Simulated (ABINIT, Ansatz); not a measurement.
## A GW run on BaTiO3 (P4mm) in ABINIT, with inputs changed

A base run on BaTiO3 (P4mm), then changed inputs.

Calculated with ABINIT 10.8.3; PBE and many-body steps on it, plane waves.

The database entry behind the starting cell differs from later determinations by our own check (c/a about 0.6 % short), so it need not match the best structure at ambient conditions.

## (1) Starting point

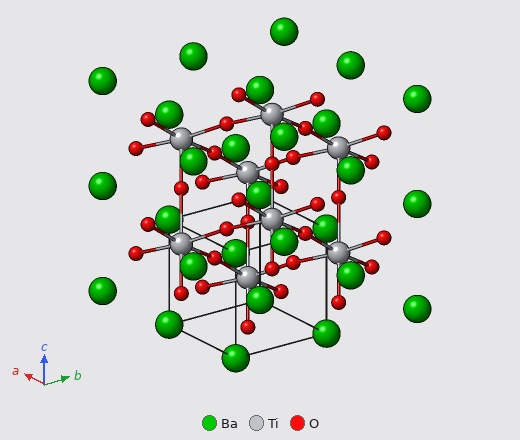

The cell as given, from a free direction (barium green, titanium light grey, oxygen red). 2×2×2 cells are drawn. Some periodic images of atoms are drawn too.

The cell and positions come from the Crystallography Open Database and are kept as given unless a step says otherwise. Spin-orbit coupling is left out unless a step names it.

## (2) Screening, 4×4×4 mesh, 118 bands, screening to 141.5 eV

This step: ABINIT 10.8.3; RPA screening on PBE, plane waves, norm-conserving pseudopotentials.

The RPA dielectric matrix is built and inverted for each q.

Contents of run.abi:

```
acell 3*1.0 Angstrom
rprim 
  3.999800000000 0.000000000000 0.000000000000
  0.000000000000 3.999800000000 0.000000000000
  0.000000000000 0.000000000000 4.018000000000
ntypat 3
znucl 56 22 8
natom 5
typat 1 2 3 3 3
xred 
  0.000000000000 0.000000000000 0.000000000000
  0.500000000000 0.500000000000 0.490000000000
  0.500000000000 0.500000000000 0.019000000000
  0.500000000000 0.000000000000 0.517000000000
  0.000000000000 0.500000000000 0.517000000000
pp_dirpath "pseudos"
pseudos "Ba.upf, Ti.upf, O.upf"
ecut 38
ngkpt 4 4 4
nshiftk 1
shiftk 0 0 0
kptopt 1
chksymbreak 0
istwfk *1
occopt 1
irdwfk 1
optdriver 3
nband 118
ecuteps 5.2
inclvkb 2
awtr 1
symchi 1
indata_prefix "in"
outdata_prefix "out"
tmpdata_prefix "tmp"
```

Run with:

```sh
$ OMP_NUM_THREADS=1 mpirun -n 4 abinit run.abi > log
```

The log of the run:

```text
.Version 10.8.3 of ABINIT. v10.8.2 released Aug 2026.

 Symmetries : space group P4 m m (# 99); Bravais tP (primitive tetrag.)
[... echo of the input left out ...]
== DATASET  1 ==================================================================
-   mpi_nproc: 4, omp_nthreads: 1 (-1 if OMP is not activated)

--- !DatasetInfo
iteration_state: {dtset: 1, }
dimensions: {natom: 5, nkpt: 18, mband: 118, nsppol: 1, nspinor: 1, nspden: 1, mpw: 4929, }
cutoff_energies: {ecut:  38.0, pawecutdg:  -1.0, }
electrons: {nelect:   4.00000000E+01, charge:   0.00000000E+00, occopt:   1.00000000E+00, tsmear:   1.00000000E-02, }

 SCREENING: Calculation of the susceptibility and dielectric matrices

 Based on a program developped by R.W. Godby, V. Olevano, G. Onida, and L. Reining.
 Incorporated in ABINIT by V. Olevano, G.-M. Rignanese, and M. Torrent.
.Using double precision arithmetic ; gwpc =  8

[... cell and pseudopotentials left out ...]
--------------------------------------------------------------------------------

 ==== K-mesh for the wavefunctions ====
 Number of points in the irreducible wedge :    18
[... list of points left out ...]
 Together with  8 symmetry operations and time-reversal symmetry
 yields    64 points in the full Brillouin Zone.

 ==== Q-mesh for the screening function ====
 Number of points in the irreducible wedge :    18
[... list of points left out ...]
 Together with  8 symmetry operations and time-reversal symmetry
 yields    64 points in the full Brillouin Zone.

 setmesh: FFT mesh size selected  =    30x   30x   30
          total number of points  =        27000

 vcoul_init : cutoff-mode = AUXILIARY_FUNCTION
 q-points for optical limit:   1
     1)      0.000010    0.000020    0.000030

- screening: taking advantage of time-reversal symmetry
- Maximum band index for partially occupied states nbvw = 20
- Remaining bands to be divided among processors   nbcw = 98
- Number of bands treated by each node ~24

 Number of electrons calculated from density =   40.0000; Expected =   40.0000
 average of density, n =  0.092210
 r_s =    1.3731
 omega_plasma =   29.2917 [eV]

 calculating chi0 at frequencies [eV] :
  1    0.000000E+00    0.000000E+00
  2    0.000000E+00    2.929166E+01

--------------------------------------------------------------------------------
  q-point number  1        q = ( 0.000000, 0.000000, 0.000000) [r.l.u.]
--------------------------------------------------------------------------------
[... chi0 elements left out ...]
 For q-point:  0.000010 0.000020 0.000030
  dielectric constant =   6.1760
  dielectric constant without local fields =   6.7373

  Average fulfillment of the sum rule on Im[epsilon] for q-point    1 :     63.52  [%]
[... wings left out ...]
  q-point number  2        q = ( 0.250000, 0.000000, 0.000000) [r.l.u.]
--------------------------------------------------------------------------------
[... chi0 elements left out ...]
  Average fulfillment of the sum rule on Im[epsilon] for q-point    2 :     75.76  [%]

 [... 16 further q-points ...]
```

Wall time 2.4 min (4 MPI ranks of Arm Neoverse V2, shared host); peak memory 1.9 GiB; 9.8 min of CPU time.

Numbers from this step:

| Quantity | Value |
| --- | --- |
| ε∞ with local fields, on this mesh, along the program's q direction | 6.176 |
| the same without local fields | 6.737 |
| plasma frequency | 29.29 eV |
| plane waves in the screening matrix | 251 |

Local fields lower ε∞ by 8 %. On a Γ-centred mesh this coarse the value itself is usually too large, while a short band sum pulls it down.

## (3) Base

The self-energy is evaluated for the states that the input lists, and the levels follow from it, in one-shot runs by the linearised quasiparticle equation.

This step: G0W0 on PBE, plane waves, norm-conserving pseudopotentials.

run.abi: that of step 2 with these lines changed.

```diff
@@ -26,8 +26,17 @@
 irdwfk 1
-optdriver 3
+optdriver 4
 nband 118
+gwcalctyp 0
+ecutsigx 38
+symsigma 1
+nkptgw 2
+kptgw 
+  0.5000000000 0.5000000000 0.5000000000
+  0.0000000000 0.0000000000 0.0000000000
+bdgw 
+  18 23
+  19 23
 ecuteps 5.2
-inclvkb 2
-awtr 1
-symchi 1
+irdscr 1
+ppmodel 1
 indata_prefix "in"
```

The log of the run:

```text
.Version 10.8.3 of ABINIT. v10.8.2 released Aug 2026.

 Symmetries : space group P4 m m (# 99); Bravais tP (primitive tetrag.)
[... echo of the input left out ...]
== DATASET  1 ==================================================================
-   mpi_nproc: 4, omp_nthreads: 1 (-1 if OMP is not activated)

--- !DatasetInfo
iteration_state: {dtset: 1, }
dimensions: {natom: 5, nkpt: 18, mband: 118, nsppol: 1, nspinor: 1, nspden: 1, mpw: 4929, }
cutoff_energies: {ecut:  38.0, pawecutdg:  -1.0, }
electrons: {nelect:   4.00000000E+01, charge:   0.00000000E+00, occopt:   1.00000000E+00, tsmear:   1.00000000E-02, }

 SIGMA: Calculation of the GW corrections

 Based on a program developped by R.W. Godby, V. Olevano, G. Onida, and L. Reining.
 Incorporated in ABINIT by V. Olevano, G.-M. Rignanese, and M. Torrent.
.Using double precision arithmetic ; gwpc =  8

[... cell and pseudopotentials left out ...]
--------------------------------------------------------------------------------

 ==== K-mesh for the wavefunctions ====
 Number of points in the irreducible wedge :    18
[... list of points left out ...]
 Together with  8 symmetry operations and time-reversal symmetry
 yields    64 points in the full Brillouin Zone.

 ==== Q-mesh for screening function ====
 Number of points in the irreducible wedge :    18
[... list of points left out ...]
 Together with  8 symmetry operations and time-reversal symmetry
 yields    64 points in the full Brillouin Zone.

 vcoul_init : cutoff-mode = AUXILIARY_FUNCTION
 q-points for optical limit:   1
     1)      0.000010    0.000020    0.000030
 setmesh: FFT mesh size selected  =    45x   45x   45
          total number of points  =        91125

 Number of electrons calculated from density =   40.0000; Expected =   40.0000
 average of density, n =  0.092210
 r_s =    1.3731
 omega_plasma =   29.2917 [eV]

 === KS Band Gaps ===
  >>>> For spin  1
   Minimum direct gap =   2.1061 [eV], located at k-point      :   0.0000  0.0000  0.0000
   Fundamental gap    =   1.8259 [eV], Top of valence bands at :   0.5000  0.5000  0.5000
                                       Bottom of conduction at :   0.0000  0.0000  0.0000
 SIGMA fundamental parameters:
 PLASMON POLE MODEL  1
 number of plane-waves for SigmaX                 4929
 number of plane-waves for SigmaC and W            251
 number of plane-waves for wavefunctions          4929
 number of bands                                   118
 number of independent spin polarizations            1
 number of spinorial components                      1
 number of k-points in IBZ                          18
 number of q-points in IBZ                          18
 number of symmetry operations                       8
 number of k-points in BZ                           64
 number of q-points in BZ                           64
 number of frequencies for dSigma/dE                 9
 frequency step for dSigma/dE [eV]                0.25
 number of omega for Sigma on real axis              0
 max omega for Sigma on real axis  [eV]           0.00
 zcut for avoiding poles [eV]                     0.10

 EPSILON^-1 parameters (SCR file):
 dimension of the eps^-1 matrix on file            251
 dimension of the eps^-1 matrix used               251
 number of plane-waves for wavefunctions          4929
 number of bands                                   118
 number of q-points in IBZ                          18
 number of frequencies                               2
 number of real frequencies                          1
 number of imag frequencies                          1

 matrix elements of self-energy operator (all in [eV])

 Perturbative Calculation

--- !SelfEnergy_ee
iteration_state: {dtset: 1, }
kpoint     : [   0.500,    0.500,    0.500, ]
spin       : 1
KS_gap     :    4.212
QP_gap     :    6.002
Delta_QP_KS:    1.791
data: !SigmaeeData |
     Band     E0 <VxcDFT>   SigX SigC(E0)      Z dSigC/dE  Sig(E)    E-E0       E
       18   6.549 -19.970 -25.000   5.100   0.763  -0.310 -19.916   0.053   6.602
       19   6.549 -19.970 -25.000   5.100   0.763  -0.310 -19.916   0.053   6.602
       20   6.633 -19.991 -25.032   5.132   0.762  -0.312 -19.922   0.069   6.702
       21  10.844 -21.880 -13.200  -6.166   0.740  -0.351 -20.020   1.860  12.705
       22  10.844 -21.880 -13.200  -6.166   0.740  -0.351 -20.020   1.860  12.705
       23  10.845 -21.881 -13.129  -6.250   0.734  -0.362 -20.044   1.837  12.683

--- !SelfEnergy_ee
iteration_state: {dtset: 1, }
kpoint     : [   0.000,    0.000,    0.000, ]
spin       : 1
KS_gap     :    2.106
QP_gap     :    3.573
Delta_QP_KS:    1.467
data: !SigmaeeData |
     Band     E0 <VxcDFT>   SigX SigC(E0)      Z dSigC/dE  Sig(E)    E-E0       E
       19   6.353 -20.076 -24.606   4.611   0.769  -0.301 -20.014   0.062   6.415
       20   6.353 -20.076 -24.606   4.611   0.769  -0.301 -20.014   0.062   6.415
       21   8.459 -18.809 -11.399  -5.444   0.778  -0.286 -17.280   1.529   9.988
       22   8.671 -19.000 -11.886  -5.132   0.777  -0.287 -17.461   1.539  10.209
       23   8.671 -19.000 -11.886  -5.132   0.777  -0.287 -17.461   1.539  10.209

== END DATASET(S) ==============================================================
================================================================================

 -outvars: echo values of variables after computation  --------
           etotal      0.0000000000E+00
            nband         118
             nkpt          18
          spgroup          99
 [... the other variables as echoed above ...]

 Calculation completed.
```

Run time: 19 s. Hardware: 4 MPI ranks; peak memory 1.6 GiB.

This step gave:

| Quantity | Value |
| --- | --- |
| G0W0 gap on the points computed | 3.286 eV |
| starting gap on the mesh | 1.826 eV |
| k of the valence top | 0.5, 0.5, 0.5 |
| k of the conduction bottom | 0, 0, 0 |
| Z at the valence top | 0.762 |
| Z at the conduction bottom | 0.778 |
| least direct G0W0 gap on the computed points | 3.573 eV |

The gap on the mesh goes from 1.83 eV to 3.29 eV, a correction of +1.46 eV.

[end of part 1 of 2]

[Paths, hosts, dates, memory and timing lines, banners, echoed tables and standing remarks are left out of the program output.]

[Logs are printed without paths, hosts, clocks, repeated set-up lines and the standing remarks that a program may print on its own settings, such as how far it seeks lower states.]

[Runs of the session that timed out or met a known fault of the program may be left out.]

[Hosts, paths, dates, database ids (printed as entryN), source tags and the programs' standing remarks are cut or masked in the printed files.]

[G0W0 gaps are taken among the corrected bands and points alone; a level outside them can change the order at an edge.]

[Where Ansatz stands beside ABINIT at settings called matched, ABINIT's density can come from a denser mesh and the files from another edition; pairs whose starting gaps differed by over 0.03 eV were left out, so agreement reads better than it is.]
